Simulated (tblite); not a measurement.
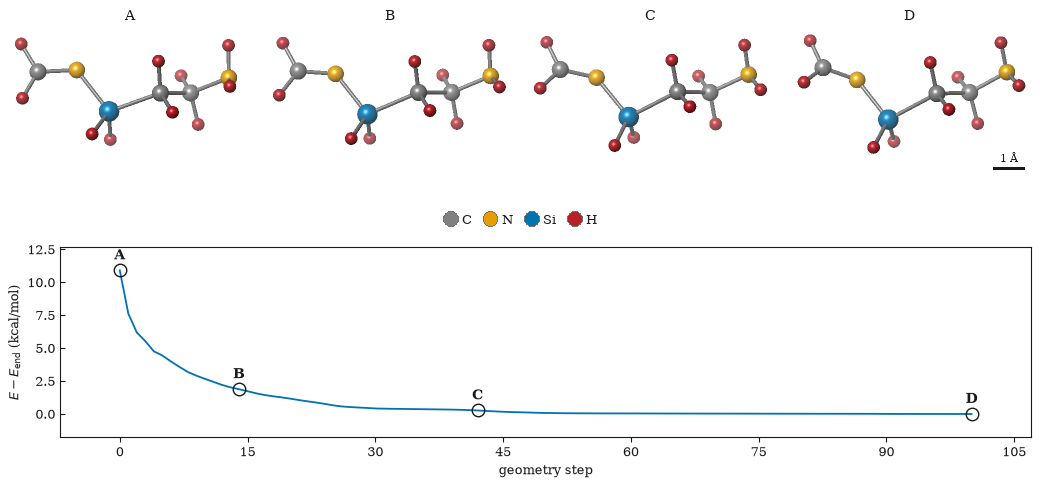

Frames of a relaxation of C₃H₁₀N₂Si, marked on the history of the run. Style: ball-and-stick. Shown face on.

These are results of tblite, GFN2-xTB geometry optimisation, gas phase, not measurements. 

Q: Describe the path.

A: After 100 geometry steps the energy has fallen by 10.9 kcal/mol. The largest move after the best rigid fit is that of an H atom, 0.67 Å. Largest moves by element: H 0.67 Å, N 0.36 Å, Si 0.27 Å, C 0.21 Å. Near-neighbour distances that change, for instance: H–N 1.067 → 1.015 Å, C–N 1.290 → 1.247 Å, N–Si 1.759 → 1.722 Å, C–Si 1.870 → 1.903 Å. Bond angles that change, for instance: C–N–Si 122.6° → 135.0°, N–Si–H 107.9° → 117.7°, C–C–N 105.6° → 114.7°. Groups turn about N–Si by about 35°, C–N by about 20°. From step 0 to 14: an H atom moves most (0.36 Å), energy −9.03 kcal/mol. From step 14 to 42: an H atom moves most (0.31 Å), energy −1.61 kcal/mol. From step 42 to 100: an H atom moves most (0.29 Å), energy −0.27 kcal/mol.

| step | E − E(0), kcal/mol |
| --- | --- |
| 0 | 0.00 |
| 1 | -3.29 |
| 2 | -4.72 |
| 3 | -5.38 |
| 4 | -6.15 |
| 5 | -6.47 |
| 6 | -6.92 |
| 7 | -7.33 |
| 8 | -7.72 |
| 9 | -8.00 |
| 10 | -8.24 |
| 15 | -9.18 |
| 19 | -9.65 |
| 24 | -10.14 |
| 29 | -10.45 |
| 34 | -10.53 |
| 38 | -10.57 |
| 43 | -10.68 |
| 48 | -10.80 |
| 53 | -10.86 |
| 57 | -10.87 |
| 62 | -10.87 |
| 67 | -10.88 |
| 72 | -10.88 |
| 76 | -10.89 |
| 81 | -10.89 |
| 86 | -10.89 |
| 91 | -10.91 |
| 95 | -10.91 |
| 100 | -10.91 |
